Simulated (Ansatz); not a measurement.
**AlGaHCl (triplet): wave-function methods side by side, cc-pVDZ**

Aim: climb from Hartree-Fock through coupled cluster and multireference methods for AlGaHCl (triplet) at one geometry and basis, and see what each rung misses.

Method: cc-pVDZ, core rule «outside noble gas», up to 24 orbitals frozen; program: Ansatz 0.2.0, Gaussian basis.

To be run: UHF; CCSD(T) on ROHF; CCSD(T) on UHF; BCCD(T) on ROHF; CISD as a restricted active space (open shells left free, so some higher excitations enter); CCSDT(Q) on ROHF; CCSDT(Q) on UHF; CASSCF and NEVPT2, 10 electrons in 10 orbitals.

25 further runs of the same task are left out: 3 for a known fault of the program, 11 that didn't finish, 11 set aside as unsound or not needed. Runs told in other sessions of the task aren't counted.

**1. What is computed**

The geometry is a PBE0/def2-TZVP stationary point (not a proven minimum) of the parent state, kept for this charge and spin. No spin-orbit coupling is included. The filled d shell of Ga may be among the frozen orbitals whatever the setting's name suggests.

4 atoms, charge 0, spin multiplicity 3.

Atoms are counted from 1 here; the program's logs count them from 0.

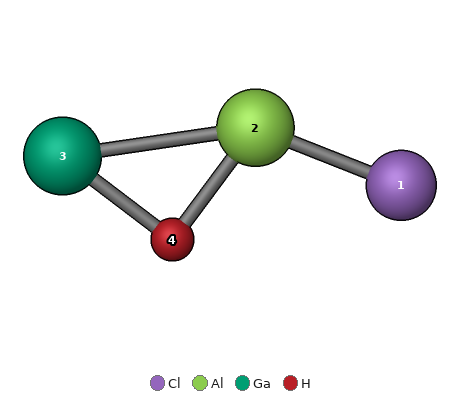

The geometry (chlorine purple, aluminium green, gallium teal, hydrogen red); atoms are numbered from 1 in the order of the file.

Coordinates:

```xyz
4
AlClGaH
Cl    0.0000    0.1900    2.8494
Al    0.0000   -0.4735    0.8266
Ga    0.0000    0.0705   -1.7658
H     0.0000    1.1158   -0.2090
```

In the tables R marks a restricted open-shell determinant and U an unrestricted one; 'frontier' is the active space of 10 electrons in 10 orbitals; energies count from the table's Hartree-Fock row.

**2. UHF**

The input, in.yaml:

```yaml
crystal:
  periodic: [false, false, false]
  atoms:
    - {symbol: Cl, position_ang: [0.000000, 0.190032, 2.849429]}
    - {symbol: Al, position_ang: [0.000000, -0.473503, 0.826644]}
    - {symbol: Ga, position_ang: [0.000000, 0.070478, -1.765763]}
    - {symbol: H, position_ang: [0.000000, 1.115800, -0.209029]}
basis:
  gaussian: {orbitals: cc-pVDZ}
magnetization: {spin_polarized: true, initial_magnetization: 2}
hamiltonian: {xc: hf}
output: {orbitals: {seedname: orbitals}}
```

The run is started by

```sh
$ ansatz run in.yaml --threads 1 --pin off --events-out ev --progress --plain --max-ram 2393MiB
```

Output:

```text
Functional definition: HF
  name "HF"
  cite "Fock, Z. Phys. 61, 126 (1930) doi:10.1007/BF01340294"
  parent pbe
  exchange = exact_x
  correlation = 0
742 factors; integrals over basis functions are off by at most 1.1e-3 eV
mean field evaluation 1: about -71434.4971 eV, gradient 9.3e0 eV
mean field evaluation 2: about -71434.5024 eV, gradient 9.3e0 eV
mean field evaluation 4: about -71435.7176 eV, gradient 1.8e0 eV
mean field evaluation 8: about -71435.8216 eV, gradient 2.4e-1 eV
mean field evaluation 16: about -71435.3754 eV, gradient 2.2e0 eV
mean field evaluation 32: about -71435.2935 eV, gradient 2.6e0 eV
mean field evaluation 64: about -71434.8115 eV, gradient 4.1e0 eV
mean field evaluation 96: about -71434.9397 eV, gradient 3.1e-1 eV
mean field evaluation 128: about -71435.8292 eV, gradient 1.8e-3 eV
mean field -71435.82920408 eV, -2625.2183023058 hartree, gradient 1.4e-5 eV, S^2 2.014393; 2 other end points of the search recorded, 0 dependent functions left out
reference -71435.82920408 eV, -2625.2183023058 hartree; 32, 30 occupied and 36, 38 virtual orbitals, 742 factors
Total energy: -71435.82920408 eV, -2625.2183023058 hartree
```

Wall time 6 s (1 thread of Arm Neoverse V1, shared host).

From the report: ⟨S²⟩ of the determinant 2.014 (pure triplet: 2.00).

**3. CCSD(T) on ROHF**

Edit in.yaml of step 2 so:

```diff
@@ -9,4 +9,4 @@
   gaussian: {orbitals: cc-pVDZ}
-magnetization: {spin_polarized: true, initial_magnetization: 2}
-hamiltonian: {xc: hf}
-output: {orbitals: {seedname: orbitals}}
+magnetization: {spin_polarized: false, initial_magnetization: 2}
+correlation: {method: ccsd_t, electrons: outside_noble_gas}
+output: {forces: true}
```

Launched as before.

Output, cut to the lines that bear on the results:

```text
Functional definition: HF
  name "HF"
  cite "Fock, Z. Phys. 61, 126 (1930) doi:10.1007/BF01340294"
  parent pbe
[...]
742 factors; integrals over basis functions are off by at most 1.1e-3 eV
[...]
mean field -71435.77769221 eV, -2625.2164092795 hartree, gradient 5.8e-6 eV, S^2 2.000000; 11 other end points of the search recorded, 0 dependent functions left out
[...]
determinant -71435.77769221 eV, -2625.2164092795 hartree, with singles and doubles -71443.00128148 eV, -2625.4818712890 hartree
determinant -71434.68191354 eV, -2625.1761401560 hartree, with singles and doubles -71441.82853466 eV, -2625.4387736380 hartree
determinant -71434.38872598 eV, -2625.1653657119 hartree, with singles and doubles -71442.02668498 eV, -2625.4460555281 hartree
determinant -71432.99178617 eV, -2625.1140291207 hartree, with singles and doubles -71440.45168570 eV, -2625.3881753721 hartree
[...]
24 core orbitals not correlated: weight in the atoms' cores, before any rotation towards them, 0.999 or more for the frozen orbitals, at most 0.000 for the correlated occupied ones
reference -71435.77769221 eV, -2625.2164092795 hartree; 8, 6 occupied and 36, 38 virtual orbitals, 742 factors
second order -6.20562265 eV of doubles, -0.02614292 eV of singles
cycle   1  -7.22383921 eV  change   -2.5e-4 eV  update   1.6e-3
[...]
cycle  14  -7.22425821 eV  change    1.9e-7 eV  update   2.4e-7
perturbative correction -0.20888517 eV, -0.0076763885 hartree
[...]
Total energy: -71443.21083559 eV, -2625.4895722604 hartree
Atom 0 at     0.000000     0.190032     2.849429 Å, force    -0.000000    -0.245587     0.368364 eV/Å
Atom 1 at     0.000000    -0.473503     0.826644 Å, force     0.000000     1.588350    -0.799148 eV/Å
Atom 2 at     0.000000     0.070478    -1.765763 Å, force     0.000000    -0.363253    -0.507322 eV/Å
Atom 3 at     0.000000     1.115800    -0.209029 Å, force     0.000000    -0.979510     0.938106 eV/Å
Dipole moment:    -0.000000    -0.117153    -0.269881 e Å
```

Wall time 41 s (1 thread of Arm Neoverse V1, shared host).

From the report: correlation -7.4331 eV; T1 0.024; largest double amplitude 0.05.

**4. CCSD(T) on UHF**

Edit in.yaml of step 3 so:

```diff
@@ -9,3 +9,3 @@
   gaussian: {orbitals: cc-pVDZ}
-magnetization: {spin_polarized: false, initial_magnetization: 2}
+magnetization: {spin_polarized: true, initial_magnetization: 2}
 correlation: {method: ccsd_t, electrons: outside_noble_gas}
```

The command is unchanged.

Output, cut to the lines that bear on the results:

```text
Functional definition: HF
  name "HF"
  cite "Fock, Z. Phys. 61, 126 (1930) doi:10.1007/BF01340294"
  parent pbe
[...]
742 factors; integrals over basis functions are off by at most 1.1e-3 eV
[...]
mean field -71435.82920408 eV, -2625.2183023058 hartree, gradient 5.2e-6 eV, S^2 2.014393; 14 other end points of the search recorded, 0 dependent functions left out
determinant -71435.82920408 eV, -2625.2183023058 hartree, with singles and doubles -71443.00419037 eV, -2625.4819781886 hartree
determinant -71434.94278746 eV, -2625.1857270960 hartree, with singles and doubles -71442.13194750 eV, -2625.4499238542 hartree
determinant -71434.80981041 eV, -2625.1808402795 hartree, with singles and doubles -71441.83671854 eV, -2625.4390743902 hartree
determinant -71433.28365566 eV, -2625.1247551267 hartree, with singles and doubles -71440.44580073 eV, -2625.3879591034 hartree
[...]
24 core orbitals not correlated: weight in the atoms' cores, before any rotation towards them, 0.999 or more for the frozen orbitals, at most 0.000 for the correlated occupied ones
reference -71435.82920408 eV, -2625.2183023058 hartree; 8, 6 occupied and 36, 38 virtual orbitals, 742 factors
second order -6.18811663 eV of doubles, -0.00000000 eV of singles
cycle   1  -7.17522738 eV  change   -2.4e-4 eV  update   1.5e-3
[...]
cycle  14  -7.17558155 eV  change    2.4e-7 eV  update   3.1e-7
perturbative correction -0.20783361 eV, -0.0076377445 hartree
[...]
Total energy: -71443.21261925 eV, -2625.4896378085 hartree
Atom 0 at     0.000000     0.190032     2.849429 Å, force     0.000000    -0.245949     0.367695 eV/Å
Atom 1 at     0.000000    -0.473503     0.826644 Å, force     0.000000     1.589152    -0.800845 eV/Å
Atom 2 at     0.000000     0.070478    -1.765763 Å, force     0.000000    -0.364333    -0.505493 eV/Å
Atom 3 at     0.000000     1.115800    -0.209029 Å, force    -0.000000    -0.978871     0.938643 eV/Å
Dipole moment:    -0.000000    -0.117389    -0.268407 e Å
```

Wall time 34 s (1 thread of Arm Neoverse V1, shared host).

From the report: ⟨S²⟩ of the determinant 2.014 (pure triplet: 2.00); correlation -7.3834 eV; T1 0.020; largest double amplitude 0.05.

**5. BCCD(T) on ROHF**

Edit in.yaml of step 4 so:

```diff
@@ -9,4 +9,3 @@
   gaussian: {orbitals: cc-pVDZ}
-magnetization: {spin_polarized: true, initial_magnetization: 2}
-correlation: {method: ccsd_t, electrons: outside_noble_gas}
-output: {forces: true}
+magnetization: {spin_polarized: false, initial_magnetization: 2}
+correlation: {method: bccd_t, electrons: outside_noble_gas}
```

Same command.

Output, cut to the lines that bear on the results:

```text
Functional definition: HF
  name "HF"
  cite "Fock, Z. Phys. 61, 126 (1930) doi:10.1007/BF01340294"
  parent pbe
[...]
742 factors; integrals over basis functions are off by at most 1.1e-3 eV
[...]
mean field -71435.77769221 eV, -2625.2164092795 hartree, gradient 5.8e-6 eV, S^2 2.000000; 11 other end points of the search recorded, 0 dependent functions left out
[...]
determinant -71435.77769221 eV, -2625.2164092795 hartree, with singles and doubles -71443.00128148 eV, -2625.4818712890 hartree
determinant -71434.68191354 eV, -2625.1761401560 hartree, with singles and doubles -71441.82853466 eV, -2625.4387736380 hartree
determinant -71434.38872598 eV, -2625.1653657119 hartree, with singles and doubles -71442.02668498 eV, -2625.4460555281 hartree
determinant -71432.99178617 eV, -2625.1140291207 hartree, with singles and doubles -71440.45168570 eV, -2625.3881753721 hartree
determinant -71432.96132162 eV, -2625.1129095695 hartree, with singles and doubles -71440.42174937 eV, -2625.3870752322 hartree
determinant -71432.45390984 eV, -2625.0942625302 hartree, with singles and doubles -71439.85718728 eV, -2625.3663279582 hartree
24 core orbitals not correlated: weight in the atoms' cores, before any rotation towards them, 0.999 or more for the frozen orbitals, at most 0.000 for the correlated occupied ones
reference -71435.77769221 eV, -2625.2164092795 hartree; 8, 6 occupied and 36, 38 virtual orbitals, 742 factors
second order -6.20562265 eV of doubles, -0.02614292 eV of singles
cycle   1  -7.21761113 eV  change    6.0e-3 eV  update   8.8e-3
[...]
cycle  12  -7.21450216 eV  change    4.7e-6 eV  update   1.2e-5
perturbative correction -0.22063107 eV, -0.0081080422 hartree
Total energy: -71443.21282543 eV, -2625.4896453857 hartree
```

Wall time 36 s (1 thread of Arm Neoverse V1, shared host).

From the report: correlation -7.4351 eV; largest double amplitude 0.05.

**6. CISD as a restricted active space (open shells left free, so some higher excitations enter)**

Edit in.yaml of step 5 so:

```diff
@@ -10,2 +10,2 @@
 magnetization: {spin_polarized: false, initial_magnetization: 2}
-correlation: {method: bccd_t, electrons: outside_noble_gas}
+correlation: {active_space: {ras: {orbitals: [6, 2, 36], electrons: 14, max_holes: 2, max_particles: 2}, fixed_orbitals: true}}
```

The command is unchanged.

Output:

```text
Functional definition: HF
  name "HF"
  cite "Fock, Z. Phys. 61, 126 (1930) doi:10.1007/BF01340294"
  parent pbe
  exchange = exact_x
  correlation = 0
742 factors; integrals over basis functions are off by at most 1.1e-3 eV
mean field evaluation 1: about -71434.4674 eV, gradient 1.2e1 eV
mean field evaluation 2: about -71434.4726 eV, gradient 1.2e1 eV
mean field evaluation 4: about -71435.6854 eV, gradient 1.8e0 eV
mean field evaluation 8: about -71435.7758 eV, gradient 2.2e-1 eV
mean field evaluation 16: about -71434.8688 eV, gradient 1.1e0 eV
mean field evaluation 32: about -71434.8971 eV, gradient 9.9e-1 eV
mean field evaluation 64: about -71434.9121 eV, gradient 1.1e-1 eV
mean field -71435.77769221 eV, -2625.2164092795 hartree, gradient 5.8e-6 eV, S^2 2.000000; 7 other end points of the search recorded, 0 dependent functions left out
reference -71435.77769221 eV, -2625.2164092795 hartree; 32, 30 occupied and 36, 38 virtual orbitals, 742 factors
state -71442.24676161 eV, -2625.4541431949 hartree
Total energy: -71442.24676161 eV, -2625.4541431949 hartree
```

Wall time 18 s (1 thread of Arm Neoverse V1, shared host).

From the report: 204,058 determinants.

**7. CCSDT(Q) on ROHF**

Edit in.yaml of step 6 so:

```diff
@@ -10,2 +10,2 @@
 magnetization: {spin_polarized: false, initial_magnetization: 2}
-correlation: {active_space: {ras: {orbitals: [6, 2, 36], electrons: 14, max_holes: 2, max_particles: 2}, fixed_orbitals: true}}
+correlation: {method: ccsdt_q, electrons: outside_noble_gas}
```

Same command.

Output, cut to the lines that bear on the results:

```text
Functional definition: HF
  name "HF"
  cite "Fock, Z. Phys. 61, 126 (1930) doi:10.1007/BF01340294"
  parent pbe
[...]
1341 factors; integrals over basis functions are off by at most 1.7e-7 eV
[...]
mean field -71435.77781790 eV, -2625.2164138984 hartree, gradient 7.0e-6 eV, S^2 2.000000; 11 other end points of the search recorded, 0 dependent functions left out
[...]
determinant -71435.77781790 eV, -2625.2164138984 hartree, with singles and doubles -71443.00141051 eV, -2625.4818760307 hartree
determinant -71434.68202791 eV, -2625.1761443591 hartree, with singles and doubles -71441.82866242 eV, -2625.4387783333 hartree
determinant -71434.38883197 eV, -2625.1653696071 hartree, with singles and doubles -71442.02680209 eV, -2625.4460598317 hartree
determinant -71432.99191626 eV, -2625.1140339017 hartree, with singles and doubles -71440.45182607 eV, -2625.3881805306 hartree
determinant -71432.96142416 eV, -2625.1129133377 hartree, with singles and doubles -71440.42187601 eV, -2625.3870798861 hartree
determinant -71432.45402509 eV, -2625.0942667659 hartree, with singles and doubles -71439.85731286 eV, -2625.3663325729 hartree
24 core orbitals not correlated: weight in the atoms' cores, before any rotation towards them, 0.999 or more for the frozen orbitals, at most 0.000 for the correlated occupied ones
reference -71435.77781790 eV, -2625.2164138984 hartree; 8, 6 occupied and 36, 38 virtual orbitals, 1341 factors
second order -6.20564119 eV of doubles, -0.02614265 eV of singles
cycle   1  -6.91362289 eV  change   -6.8e-1 eV  update   9.4e-2
[...]
cycle  25  -7.47471604 eV  change    5.8e-7 eV  update   1.7e-6
perturbative correction -0.01597919 eV, -0.0005872246 hartree
Total energy: -71443.26851313 eV, -2625.4916918707 hartree
```

Run time: 2.4 min. Hardware: 1 thread of Arm Neoverse V1, shared host; peak memory 0.91 GiB.

From the report: correlation -7.4907 eV; T1 0.026; largest double amplitude 0.06.

**8. CCSDT(Q) on UHF**

Edit in.yaml of step 7 so:

```diff
@@ -9,3 +9,3 @@
   gaussian: {orbitals: cc-pVDZ}
-magnetization: {spin_polarized: false, initial_magnetization: 2}
+magnetization: {spin_polarized: true, initial_magnetization: 2}
 correlation: {method: ccsdt_q, electrons: outside_noble_gas}
```

Launched as before.

Output, cut to the lines that bear on the results:

```text
Functional definition: HF
  name "HF"
  cite "Fock, Z. Phys. 61, 126 (1930) doi:10.1007/BF01340294"
  parent pbe
[...]
1341 factors; integrals over basis functions are off by at most 1.7e-7 eV
[...]
mean field -71435.82932937 eV, -2625.2183069103 hartree, gradient 5.4e-6 eV, S^2 2.014393; 14 other end points of the search recorded, 0 dependent functions left out
determinant -71435.82932937 eV, -2625.2183069103 hartree, with singles and doubles -71443.00431892 eV, -2625.4819829127 hartree
determinant -71434.94289834 eV, -2625.1857311708 hartree, with singles and doubles -71442.13208468 eV, -2625.4499288958 hartree
determinant -71434.80992633 eV, -2625.1808445393 hartree, with singles and doubles -71441.83684588 eV, -2625.4390790698 hartree
determinant -71433.28376174 eV, -2625.1247590250 hartree, with singles and doubles -71440.44593991 eV, -2625.3879642182 hartree
[...]
determinant -71432.63045803 eV, -2625.1007505568 hartree, with singles and doubles -71439.79914407 eV, -2625.3641949095 hartree
determinant -71432.50850140 eV, -2625.0962687331 hartree, with singles and doubles -71439.77609166 eV, -2625.3633477490 hartree
determinant -71432.43468100 eV, -2625.0935558835 hartree, with singles and doubles -71439.83697173 eV, -2625.3655850505 hartree
24 core orbitals not correlated: weight in the atoms' cores, before any rotation towards them, 0.999 or more for the frozen orbitals, at most 0.000 for the correlated occupied ones
reference -71435.82932937 eV, -2625.2183069103 hartree; 8, 6 occupied and 36, 38 virtual orbitals, 1341 factors
second order -6.18813524 eV of doubles, -0.00000000 eV of singles
cycle   1  -6.86587086 eV  change   -6.8e-1 eV  update   9.4e-2
[...]
cycle  24  -7.42482598 eV  change    2.8e-7 eV  update   1.4e-6
perturbative correction -0.01705520 eV, -0.0006267670 hartree
Total energy: -71443.27121055 eV, -2625.4917909993 hartree
```

Run time: 1.9 min. Hardware: 1 thread of Arm Neoverse V1, shared host; peak memory 0.69 GiB.

From the report: ⟨S²⟩ of the determinant 2.014 (pure triplet: 2.00); correlation -7.4419 eV; T1 0.023; largest double amplitude 0.06.

**9. CASSCF and NEVPT2, 10 electrons in 10 orbitals**

Edit in.yaml of step 8 so:

```diff
@@ -9,3 +9,3 @@
   gaussian: {orbitals: cc-pVDZ}
-magnetization: {spin_polarized: true, initial_magnetization: 2}
-correlation: {method: ccsdt_q, electrons: outside_noble_gas}
+magnetization: {spin_polarized: false, initial_magnetization: 2}
+correlation: {method: sc_nevpt2, electrons: outside_noble_gas, active_space: {window: {electrons: 10, orbitals: 10}}}
```

Launched as before.

Output:

```text
Functional definition: HF
  name "HF"
  cite "Fock, Z. Phys. 61, 126 (1930) doi:10.1007/BF01340294"
  parent pbe
  exchange = exact_x
  correlation = 0
742 factors; integrals over basis functions are off by at most 1.1e-3 eV
mean field evaluation 1: about -71434.4674 eV, gradient 1.2e1 eV
mean field evaluation 2: about -71434.4726 eV, gradient 1.2e1 eV
mean field evaluation 4: about -71435.6854 eV, gradient 1.8e0 eV
mean field evaluation 8: about -71435.7758 eV, gradient 2.2e-1 eV
mean field evaluation 16: about -71434.8688 eV, gradient 1.1e0 eV
mean field evaluation 32: about -71434.8971 eV, gradient 9.9e-1 eV
mean field evaluation 64: about -71434.9121 eV, gradient 1.1e-1 eV
mean field -71435.77769221 eV, -2625.2164092795 hartree, gradient 5.8e-6 eV, S^2 2.000000; 7 other end points of the search recorded, 0 dependent functions left out
reference -71435.77769221 eV, -2625.2164092795 hartree; 32, 30 occupied and 36, 38 virtual orbitals, 742 factors
state -71437.25589870 eV, -2625.2707323660 hartree
state -71437.25589870 eV, -2625.2707323660 hartree; corrected -71442.15582469 eV, -2625.4508013247 hartree
Total energy: -71442.15582469 eV, -2625.4508013247 hartree
```

Wall time 59 s (1 thread of Arm Neoverse V1, shared host).

From the report: 31,360 determinants; active occupations 2.00, 2.00, 1.96, 1.91, 1.00, 0.99, 0.04, 0.04, 0.03, 0.02.

**10. Misses and costs**

The yardstick is UCCSDT(Q), where the cluster series has nearly closed. Rows without a time are mean-field rows or come out of runs for another level: lower rungs of the coupled-cluster runs, CASSCF and MRCISD of the multireference runs, or the Hartree-Fock search. The times of RCCSD(T), UCCSD(T) include forces.

Differences are taken before rounding.

| method | energy from the lowest ROHF (meV) | from UCCSDT(Q) (meV) | time |
| --- | --- | --- | --- |
| ROHF | 0.0 | +7493.5 |  |
| UHF | -51.5 | +7442.0 |  |
| RMP2 | -6231.8 | +1261.8 |  |
| UMP2 | -6239.6 | +1253.9 |  |
| CISD | -6469.1 | +1024.4 | 18 s |
| RCCSD | -7224.3 | +269.3 |  |
| UCCSD | -7227.1 | +266.4 |  |
| RCCSD(T) | -7433.1 | +60.4 | 41 s |
| UCCSD(T) | -7434.9 | +58.6 | 34 s |
| BCCD(T) | -7435.1 | +58.4 | 36 s |
| RCCSDT | -7474.8 | +18.7 |  |
| UCCSDT | -7476.5 | +17.1 |  |
| RCCSDT(Q) | -7490.8 | +2.7 | 2.4 min |
| UCCSDT(Q) | -7493.5 | 0 | 1.9 min |
| CASSCF frontier | -1478.2 | +6015.3 |  |
| NEVPT2 frontier | -6378.1 | +1115.4 | 59 s |

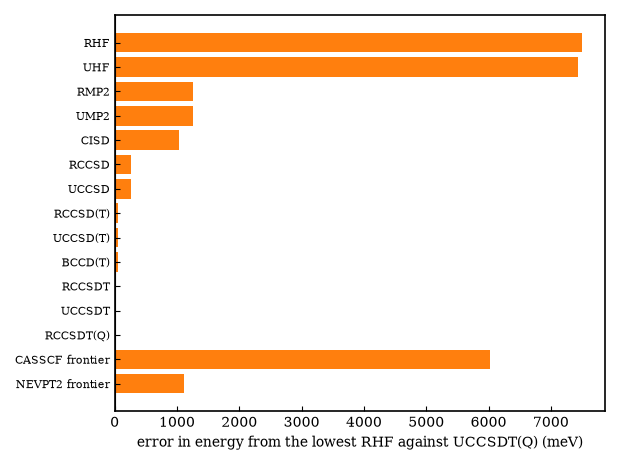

How far each level lands from UCCSDT(Q).

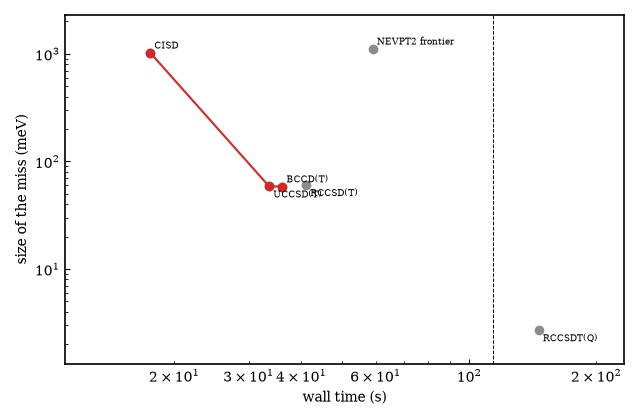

Accuracy for the time spent; red marks the levels that beat every quicker one drawn (of those quicker than the yardstick), and the dashed line is the time of UCCSDT(Q). Times are from a shared host.

**11. What came out**

| quantity | value |
| --- | --- |
| UCCSDT(Q) from the ROHF energy | -7.4935 eV |
| RMP2 from UCCSDT(Q) | +1261.8 meV |
| UMP2 from UCCSDT(Q) | +1253.9 meV |
| RCCSD from UCCSDT(Q) | +269.3 meV |
| RCCSD(T) from UCCSDT(Q) | +60.4 meV |
| UCCSD(T) from UCCSDT(Q) | +58.6 meV |
| RCCSDT(Q) from UCCSDT(Q) | +2.7 meV |
| NEVPT2 frontier from UCCSDT(Q) | +1115.4 meV |
| levels within 1 kcal/mol (43 meV) | RCCSDT, UCCSDT, RCCSDT(Q) |
| T1 diagnostic | 0.024 |

In words: RCCSD(T) misses by +60.4 meV, 0.8 % of the correlation energy. These misses are within one basis, not against nature; the frozen cores of restricted and unrestricted runs differ, which can shift their rows.

With open shells the CI space here admits some higher excitations, so it is larger than plain CISD.

BCCD(T) reaches 58.4 meV from the reference in 36 s, where UCCSDT(Q) took 1.9 min; the quickest level in the cost chart, CISD, takes 18 s and misses by 1024.4 meV.
